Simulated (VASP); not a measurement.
Band structure of RbCl (space group Fm-3m). All values below come from PBE GGA, VASP's PBE PAW potentials (set 64) (plane waves; VASP).

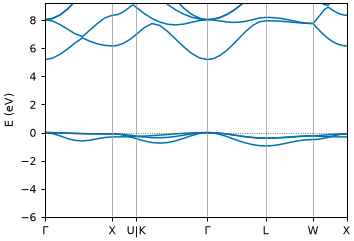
Figure. Bands along high-symmetry lines, zero at the valence-band maximum or, without a gap, the Fermi level

Problem. Read the plot: is there a gap, and where are the band edges?

Solution. The gap is direct, 5.19 eV, from the valence maximum at Γ to the conduction minimum at Γ.

The structure comes from a computed database's RbCl entry; how it stands against other phases isn't given here. The cell was not relaxed at this level.
